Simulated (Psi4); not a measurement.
# Frequency calculation, with input and output: BF (part 2 of 3)

BF (13768-60-0); PBE/def2-SVP, RKS, dispersion D3(BJ) (Psi4 1.11). The geometry was optimised with PBE/def2-SVP.

Geometry of the input (Å):
```
B  0.0000  0.0000  -0.0165
F  0.0000  0.0000  1.2579
```

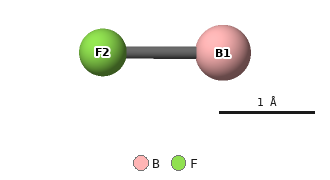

Fig. 1: The structure (ball-and-stick view, seen on its broad side; atoms are numbered from 1 in the order of the input).

### The program's output, continued
```
   @DF-RKS iter SAD:  -124.08046976287653   -1.24080e+02   0.00000e+00
   @DF-RKS iter   1:  -124.39746880598928   -3.16999e-01   1.54006e-02 DIIS/ADIIS
   @DF-RKS iter   2:  -124.38391252400575    1.35563e-02   2.17731e-02 DIIS/ADIIS
   @DF-RKS iter   3:  -124.41962651655093   -3.57140e-02   6.14207e-03 DIIS/ADIIS
   @DF-RKS iter   4:  -124.42445524828011   -4.82873e-03   6.91231e-04 DIIS/ADIIS
   @DF-RKS iter   5:  -124.42450568531581   -5.04370e-05   2.88457e-05 DIIS
   @DF-RKS iter   6:  -124.42450580836380   -1.23048e-07   3.02506e-06 DIIS
   @DF-RKS iter   7:  -124.42450580924395   -8.80149e-10   2.07665e-07 DIIS
   @DF-RKS iter   8:  -124.42450580925065   -6.69331e-12   2.00409e-08 DIIS
   @DF-RKS iter   9:  -124.42450580925060    4.26326e-14   1.27090e-09 DIIS
  Energy and wave function converged.

  ==> Post-Iterations <==

   Electrons on quadrature grid:
      Ntotal   =   14.0000025445 ; deviation = 2.544e-06

    Final Occupation by Irrep:
             A1    A2    B1    B2
    DOCC [     5,    0,    1,    1 ]
    NA   [     5,    0,    1,    1 ]
    NB   [     5,    0,    1,    1 ]

  @DF-RKS Final Energy:  -124.42450580925060

   => Energetics <=

    Nuclear Repulsion Energy =             18.6700309117035879
    One-Electron Energy =                -208.2470074797779773
    Two-Electron Energy =                  79.4229095036406676
    DFT Exchange-Correlation Energy =     -14.2701071222069604
    Empirical Dispersion Energy =          -0.0003316226098997
    VV10 Nonlocal Energy =                  0.0000000000000000
    Total Energy =                       -124.4245058092506042

Computation Completed

Properties will be evaluated at   0.000000,   0.000000,   0.000000 [a0]

Properties computed using the SCF density matrix

 Multipole Moments:

 ------------------------------------------------------------------------------------
     Multipole            Electronic (a.u.)      Nuclear  (a.u.)        Total (a.u.)
 ------------------------------------------------------------------------------------

 L = 1.  Multiply by 2.5417464519 to convert [e a0] to [Debye]
 Dipole X            :          0.0000000            0.0000000            0.0000000
 Dipole Y            :          0.0000000            0.0000000            0.0000000
 Dipole Z            :          0.1696507            0.3286562            0.4983069
 Magnitude           :                                                    0.4983069

 ------------------------------------------------------------------------------------

	total time  =          1 seconds =       0.02 minutes

         ------------------------------------------------------------
                                   SCF GRAD
         ------------------------------------------------------------

  ==> Geometry <==

    Molecular point group: c2v
    Full point group: C_inf_v

    Geometry (in Bohr), charge = 0, multiplicity = 1:

       Center              X                  Y                   Z               Mass
    ------------   -----------------  -----------------  -----------------  -----------------
         B            0.000000000000     0.000000000000    -1.525990196735    11.009305360000
         F            0.000000000000     0.000000000000     0.884289690471    18.998403162730

  Nuclear repulsion =   18.670030911703588

   => Molecular Quadrature <=

    Radial Scheme          =       TREUTLER
    Pruning Scheme         =           NONE
    Nuclear Scheme         =       TREUTLER

    Blocking Scheme        =         OCTREE
    BS radius alpha        =              1
    Pruning alpha          =              1
    Radial Points          =             75
    Spherical Points       =            302
    Total Points           =          43567
    Total Blocks           =            395
    Max Points             =            256
    Max Functions          =             28
    Weights Tolerance      =       1.00E-15

  -Total Gradient:
     Atom            X                  Y                   Z
    ------   -----------------  -----------------  -----------------
       1       -0.000000000000     0.000000000000    -0.000810106229
       2        0.000000000000    -0.000000000000     0.000776735449

	total time  =          0 seconds =       0.00 minutes

    Psi4 run time: 0:00:00.90

    -----------------------------------------------------------------------
                               Psi4 1.11 release

    h
    h
    h

    -----------------------------------------------------------------------

    Memory:     1.5 GiB
    Threads:    1
                ecpint, einsums, f̶o̶r̶t̶e̶, gauxc, gcp, g̶d̶m̶a̶, geometric, g̶p̶u̶_̶d̶f̶c̶c̶,
                i̶n̶t̶e̶g̶r̶a̶t̶o̶r̶x̶x̶, i̶p̶i̶, libefp, m̶d̶i̶, m̶p̶2̶d̶, m̶r̶c̶c̶, ooo,
                o̶p̶e̶n̶f̶e̶r̶m̶i̶o̶n̶p̶s̶i̶4̶, pcmsolver, p̶s̶i̶4̶f̶o̶c̶k̶c̶i̶, p̶s̶i̶x̶a̶s̶,
                p̶y̶e̶i̶n̶s̶u̶m̶s̶, r̶e̶s̶p̶, s̶i̶m̶i̶n̶t̶, s̶n̶s̶m̶p̶2̶,
                v̶2̶r̶d̶m̶_̶c̶a̶s̶s̶c̶f̶

gradient() will perform analytic gradient computation.

  ==> Geometry <==

    Molecular point group: c2v
    Full point group: C_inf_v

    Geometry (in Bohr), charge = 0, multiplicity = 1:

       Center              X                  Y                   Z               Mass
    ------------   -----------------  -----------------  -----------------  -----------------
         B            0.000000000000     0.000000000000    -1.523592124976    11.009305360000
         F            0.000000000000     0.000000000000     0.882900041876    18.998403162730

  Running in c2v symmetry.

  Rotational constants: A = ************  B =      1.49136  C =      1.49136 [cm^-1]
  Rotational constants: A = ************  B =  44709.70913  C =  44709.70913 [MHz]
  Nuclear repulsion =   18.699416777599101

  Charge       = 0
  Multiplicity = 1
  Electrons    = 14
  Nalpha       = 7
  Nbeta        = 7

   => Molecular Quadrature <=

    Radial Scheme          =       TREUTLER
    Pruning Scheme         =           NONE
    Nuclear Scheme         =       TREUTLER

    Blocking Scheme        =         OCTREE
    BS radius alpha        =              1
    Pruning alpha          =              1
    Radial Points          =             75
    Spherical Points       =            302
    Total Points           =          43566
    Total Blocks           =            394
    Max Points             =            256
    Max Functions          =             28
    Weights Tolerance      =       1.00E-15

   => Auxiliary Basis Set <=

  Basis Set: (DEF2-SVP AUX)
    Blend: DEF2-UNIVERSAL-JKFIT
    Number of shells: 50
    Number of basis functions: 152
    Number of Cartesian functions: 182
    Spherical Harmonics?: true
    Max angular momentum: 4

  Cached 100.0% of DFT collocation blocks in 0.033 [GiB].

  Minimum eigenvalue in the overlap matrix is 3.1764207399E-02.
  Reciprocal condition number of the overlap matrix is 1.0276100762E-02.
    Using symmetric orthogonalization.

  ==> Iterations <==

                           Total Energy        Delta E     RMS |[F,P]|

   @DF-RKS iter SAD:  -124.08202919566506   -1.24082e+02   0.00000e+00
   @DF-RKS iter   1:  -124.39735388096244   -3.15325e-01   1.54228e-02 DIIS/ADIIS
   @DF-RKS iter   2:  -124.38419824046855    1.31556e-02   2.16951e-02 DIIS/ADIIS
   @DF-RKS iter   3:  -124.41961506945512   -3.54168e-02   6.16084e-03 DIIS/ADIIS
   @DF-RKS iter   4:  -124.42445477398205   -4.83970e-03   6.90912e-04 DIIS/ADIIS
   @DF-RKS iter   5:  -124.42450513267711   -5.03587e-05   2.85911e-05 DIIS
   @DF-RKS iter   6:  -124.42450525373795   -1.21061e-07   2.99515e-06 DIIS
   @DF-RKS iter   7:  -124.42450525460264   -8.64688e-10   2.13335e-07 DIIS
   @DF-RKS iter   8:  -124.42450525460946   -6.82121e-12   1.95043e-08 DIIS
   @DF-RKS iter   9:  -124.42450525460960   -1.42109e-13   1.24343e-09 DIIS
  Energy and wave function converged.

  ==> Post-Iterations <==

   Electrons on quadrature grid:
      Ntotal   =   14.0000024395 ; deviation = 2.440e-06

    Final Occupation by Irrep:
             A1    A2    B1    B2
    DOCC [     5,    0,    1,    1 ]
    NA   [     5,    0,    1,    1 ]
    NB   [     5,    0,    1,    1 ]

  @DF-RKS Final Energy:  -124.42450525460960

   => Energetics <=

    Nuclear Repulsion Energy =             18.6994167775991009
    One-Electron Energy =                -208.2995950225507613
    Two-Electron Energy =                  79.4470389583916443
    DFT Exchange-Correlation Energy =     -14.2710343406652793
    Empirical Dispersion Energy =          -0.0003316273843076
    VV10 Nonlocal Energy =                  0.0000000000000000
    Total Energy =                       -124.4245052546095991

Computation Completed

Properties will be evaluated at   0.000000,   0.000000,   0.000000 [a0]

Properties computed using the SCF density matrix

 Multipole Moments:

 ------------------------------------------------------------------------------------
     Multipole            Electronic (a.u.)      Nuclear  (a.u.)        Total (a.u.)
 ------------------------------------------------------------------------------------

 L = 1.  Multiply by 2.5417464519 to convert [e a0] to [Debye]
 Dipole X            :          0.0000000            0.0000000            0.0000000
 Dipole Y            :          0.0000000            0.0000000            0.0000000
 Dipole Z            :          0.1737326            0.3281398            0.5018723
 Magnitude           :                                                    0.5018723

 ------------------------------------------------------------------------------------

	total time  =          1 seconds =       0.02 minutes

         ------------------------------------------------------------
                                   SCF GRAD
         ------------------------------------------------------------

  ==> Geometry <==

    Molecular point group: c2v
    Full point group: C_inf_v

    Geometry (in Bohr), charge = 0, multiplicity = 1:

       Center              X                  Y                   Z               Mass
    ------------   -----------------  -----------------  -----------------  -----------------
         B            0.000000000000     0.000000000000    -1.523592124976    11.009305360000
         F            0.000000000000     0.000000000000     0.882900041876    18.998403162730

  Nuclear repulsion =   18.699416777599101

   => Molecular Quadrature <=

    Radial Scheme          =       TREUTLER
    Pruning Scheme         =           NONE
    Nuclear Scheme         =       TREUTLER

    Blocking Scheme        =         OCTREE
    BS radius alpha        =              1
    Pruning alpha          =              1
    Radial Points          =             75
    Spherical Points       =            302
    Total Points           =          43566
    Total Blocks           =            394
    Max Points             =            256
    Max Functions          =             28
    Weights Tolerance      =       1.00E-15

  -Total Gradient:
     Atom            X                  Y                   Z
    ------   -----------------  -----------------  -----------------
       1       -0.000000000000     0.000000000000     0.001075256845
       2        0.000000000000     0.000000000000    -0.001108632290

	total time  =          0 seconds =       0.00 minutes

    Psi4 run time: 0:00:00.96

    -----------------------------------------------------------------------
                               Psi4 1.11 release

    h
    h
    h

    -----------------------------------------------------------------------

    Memory:     1.5 GiB
    Threads:    1
                ecpint, einsums, f̶o̶r̶t̶e̶, gauxc, gcp, g̶d̶m̶a̶, geometric, g̶p̶u̶_̶d̶f̶c̶c̶,
                i̶n̶t̶e̶g̶r̶a̶t̶o̶r̶x̶x̶, i̶p̶i̶, libefp, m̶d̶i̶, m̶p̶2̶d̶, m̶r̶c̶c̶, ooo,
                o̶p̶e̶n̶f̶e̶r̶m̶i̶o̶n̶p̶s̶i̶4̶, pcmsolver, p̶s̶i̶4̶f̶o̶c̶k̶c̶i̶, p̶s̶i̶x̶a̶s̶,
                p̶y̶e̶i̶n̶s̶u̶m̶s̶, r̶e̶s̶p̶, s̶i̶m̶i̶n̶t̶, s̶n̶s̶m̶p̶2̶,
                v̶2̶r̶d̶m̶_̶c̶a̶s̶s̶c̶f̶

gradient() will perform analytic gradient computation.

  ==> Geometry <==

    Molecular point group: cs
    Full point group: C_inf_v

    Geometry (in Bohr), charge = 0, multiplicity = 1:

       Center              X                  Y                   Z               Mass
    ------------   -----------------  -----------------  -----------------  -----------------
         B           -0.001199035879     0.000000000000    -1.524791160856    11.009305360000
         F            0.000694824298     0.000000000000     0.883594866174    18.998403162730

  Running in cs symmetry.

  Rotational constants: A = ************  B =      1.48901  C =      1.48901 [cm^-1]
  Rotational constants: A = ************  B =  44639.39325  C =  44639.39325 [MHz]
  Nuclear repulsion =   18.684706513739535

  Charge       = 0
  Multiplicity = 1
  Electrons    = 14
  Nalpha       = 7
  Nbeta        = 7

   => Molecular Quadrature <=

    Radial Scheme          =       TREUTLER
    Pruning Scheme         =           NONE
    Nuclear Scheme         =       TREUTLER

    Blocking Scheme        =         OCTREE
    BS radius alpha        =              1
    Pruning alpha          =              1
    Radial Points          =             75
    Spherical Points       =            302
    Total Points           =          43566
    Total Blocks           =            392
    Max Points             =            256
    Max Functions          =             28
    Weights Tolerance      =       1.00E-15

   => Auxiliary Basis Set <=

  Basis Set: (DEF2-SVP AUX)
    Blend: DEF2-UNIVERSAL-JKFIT
    Number of shells: 50
    Number of basis functions: 152
    Number of Cartesian functions: 182
    Spherical Harmonics?: true
    Max angular momentum: 4

  Cached 100.0% of DFT collocation blocks in 0.033 [GiB].

  Minimum eigenvalue in the overlap matrix is 3.1871394832E-02.
  Reciprocal condition number of the overlap matrix is 1.0313342111E-02.
    Using symmetric orthogonalization.

  ==> Pre-Iterations <==

  SCF Guess: Superposition of Atomic Densities via on-the-fly atomic UHF (no occupation information).

   -------------------------
    Irrep   Nso     Nmo
   -------------------------
     A'        20      20
     A"         8       8
   -------------------------
    Total      28      28
   -------------------------

  ==> Iterations <==

                           Total Energy        Delta E     RMS |[F,P]|

   @DF-RKS iter SAD:  -124.08124893664244   -1.24081e+02   0.00000e+00
   @DF-RKS iter   1:  -124.39741252829128   -3.16164e-01   1.17997e-02 DIIS/ADIIS
   @DF-RKS iter   2:  -124.38405738788460    1.33551e-02   1.66404e-02 DIIS/ADIIS
   @DF-RKS iter   3:  -124.41959055734944   -3.55332e-02   4.73047e-03 DIIS/ADIIS
   @DF-RKS iter   4:  -124.42447398766797   -4.88343e-03   4.23853e-04 DIIS/ADIIS
   @DF-RKS iter   5:  -124.42450627156708   -3.22839e-05   2.54505e-05 DIIS
   @DF-RKS iter   6:  -124.42450642360913   -1.52042e-07   2.42330e-06 DIIS
   @DF-RKS iter   7:  -124.42450642456512   -9.55993e-10   1.75458e-07 DIIS
   @DF-RKS iter   8:  -124.42450642457230   -7.17648e-12   1.49060e-08 DIIS
   @DF-RKS iter   9:  -124.42450642457223    7.10543e-14   9.02465e-10 DIIS
  Energy and wave function converged.

  ==> Post-Iterations <==

   Electrons on quadrature grid:
      Ntotal   =   14.0000024918 ; deviation = 2.492e-06

    Final Occupation by Irrep:
             Ap   App
    DOCC [     6,    1 ]
    NA   [     6,    1 ]
    NB   [     6,    1 ]

  @DF-RKS Final Energy:  -124.42450642457223

   => Energetics <=

    Nuclear Repulsion Energy =             18.6847065137395347
    One-Electron Energy =                -208.2732707183508580
    Two-Electron Energy =                  79.4349592368731408
    DFT Exchange-Correlation Energy =     -14.2705698318347078
    Empirical Dispersion Energy =          -0.0003316249993502
    VV10 Nonlocal Energy =                  0.0000000000000000
    Total Energy =                       -124.4245064245722290

Computation Completed

Properties will be evaluated at   0.000000,   0.000000,   0.000000 [a0]

Properties computed using the SCF density matrix

 Multipole Moments:
```
